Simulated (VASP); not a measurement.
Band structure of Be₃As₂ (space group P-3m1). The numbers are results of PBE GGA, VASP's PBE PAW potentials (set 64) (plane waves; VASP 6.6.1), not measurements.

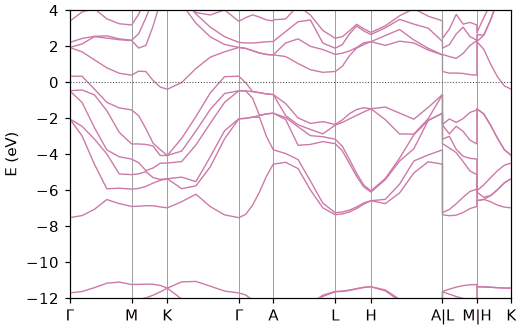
Figure. Bands along high-symmetry lines, zero at the valence-band maximum or, without a gap, the Fermi level

Task: Read the plot: is there a gap, and where are the band edges?

Result: It has no gap at this level: it comes out as a metal or semimetal.

The structure was generated: Be3As2 was put into an ordered model structure, which need not be its known phase. The cell was not relaxed at this level.
